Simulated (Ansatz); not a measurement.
# C2H8Si (dimethylsilane) at HSE06/def2-SVP

Aim: the electronic atomisation energy of C2H8Si (dimethylsilane) at HSE06/def2-SVP, from 4 runs. 

The results are computed with Ansatz 0.2.0.

50 further runs of the same task are left out: 50 set aside as unsound or not needed.

### Step 1. The molecule

C2H8Si: 11 atoms, total charge 0, spin state singlet. SMILES: `C[SiH2]C`. The shape is that of a PBE0-D4/def2-TZVP optimisation.

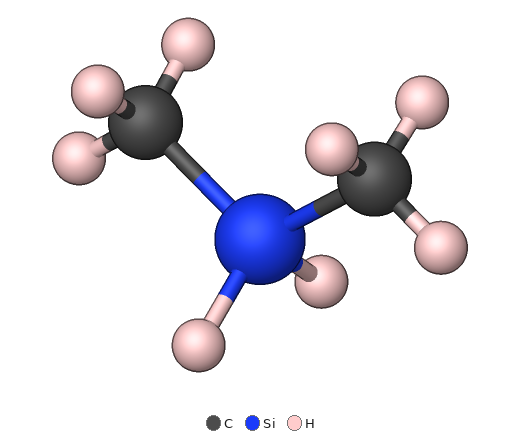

The structure, seen from a chosen angle (carbon dark grey, silicon blue, hydrogen pink).

### Step 2. The energy at HSE06/def2-SVP

in.yaml

```yaml
crystal:
  periodic: [false, false, false]
  atoms:
    - {symbol: C, position_ang: [-1.050200, 0.967200, -0.661200]}
    - {symbol: Si, position_ang: [-0.309200, -0.653200, -0.087600]}
    - {symbol: C, position_ang: [1.346600, -0.392300, 0.745700]}
    - {symbol: H, position_ang: [-2.015800, 0.806900, -1.146100]}
    - {symbol: H, position_ang: [-0.391700, 1.464600, -1.377800]}
    - {symbol: H, position_ang: [-1.204900, 1.644900, 0.182100]}
    - {symbol: H, position_ang: [-0.139900, -1.564200, -1.256100]}
    - {symbol: H, position_ang: [-1.245100, -1.319300, 0.863300]}
    - {symbol: H, position_ang: [2.058200, 0.075200, 0.060400]}
    - {symbol: H, position_ang: [1.772600, -1.342000, 1.077400]}
    - {symbol: H, position_ang: [1.244800, 0.255200, 1.620300]}
basis:
  gaussian:
    orbitals: def2-SVP
hamiltonian:
  xc: hse06
accuracy: high
output:
  orbitals: {seedname: orbitals}
```

Command:

```
$ ansatz run in.yaml --threads 1 --pin off --max-ram 3480MiB --events-out events.jsonl --progress --plain --runs-dir runs
```

What it wrote:

```text
Warning: RAYON_NUM_THREADS=1 ignored (pool sized by the plan → 1); use --threads N
Functional definition: HSE06
  name "HSE06"
  parameter a = 0.25
  parameter omega = 0.11/bohr
  exchange = pbe_x - a*pbe_x_sr(omega) + a*exact_x_sr(omega)
  correlation = pbe_c
2062 factors; integrals over basis functions are off by at most 3.6e-9 eV
97 factors; integrals over basis functions are off by at most 2.1e-9 eV
mean field evaluation 1: about -10064.0754 eV, gradient 5.7e1 eV
mean field evaluation 2: about -10060.5386 eV, gradient 6.4e1 eV
mean field evaluation 4: about -10071.8960 eV, gradient 9.6e-1 eV
mean field evaluation 8: about -10072.0763 eV, gradient 7.4e-2 eV
mean field evaluation 16: about -10072.0763 eV, gradient 4.0e-7 eV
mean field -10072.07634104 eV, -370.1419784348 hartree, gradient 2.2e-8 eV, S^2 0.000000; 0 other end points of the search recorded, 0 dependent functions left out
reference -10072.07634444 eV, -370.1419785595 hartree; 17, 17 occupied and 69, 69 virtual orbitals, 2062 factors
Total energy: -10072.07634444 eV, -370.1419785595 hartree
```

Wall time 7.8 s (1 thread of Arm Neoverse V2, shared host); peak memory 0.29 GiB.

### Step 3. The C atom at the same level

in.yaml

```yaml
basis:
  gaussian:
    orbitals: def2-SVP
crystal:
  periodic: [false, false, false]
  atoms:
    - {symbol: C, position_ang: [0.000000, 0.000000, 0.000000]}
magnetization:
  spin_polarized: true
  initial_magnetization: 2
hamiltonian:
  xc: {name: HSE06}
accuracy: high
```

Run the same way, it converges to -37.75830 Eh (log not shown).

### Step 4. The H atom at the same level

molecule.yaml

```yaml
basis:
  gaussian: {orbitals: def2-SVP}
crystal:
  periodic: [false, false, false]
  atoms:
    - symbol: H
      position_ang: [0.000000, 0.000000, 0.000000]
magnetization: {spin_polarized: true, initial_magnetization: 1}
hamiltonian: {xc: hse06}
accuracy: high
```

Run the same way, it converges to -0.50000 Eh (log not shown).

### Step 5. The Si atom

job.yaml

```yaml
crystal:
  periodic: [false, false, false]
  atoms:
    - {symbol: Si, position_ang: [0.000000, 0.000000, 0.000000]}
basis:
  gaussian: {orbitals: def2-SVP}
magnetization: {spin_polarized: true, initial_magnetization: 2}
accuracy: high
hamiltonian: {xc: {name: HSE06}}
```

Run the same way, it converges to -289.14547 Eh (log not shown).

### Step 6. What came out

Level: HSE06/def2-SVP.

| quantity | value |
| --- | --- |
| molecule: total energy | -370.14198 Eh |
| molecule: HOMO energy | -8.42 eV |
| molecule: LUMO energy | 1.25 eV |
| molecule: HOMO–LUMO gap | 9.67 eV |
| C atom: total energy | -37.75830 Eh |
| C atom: ⟨S²⟩ | 2.002 |
| H atom: total energy | -0.50000 Eh |
| H atom: ⟨S²⟩ | 0.750 |
| Si atom: total energy | -289.14547 Eh |
| Si atom: ⟨S²⟩ | 2.004 |
| electronic atomisation energy | 40.269 eV |

What this shows: Taking the molecule apart into free atoms costs 40.27 eV (3885 kJ/mol), before zero-point energy and without spin-orbit coupling.
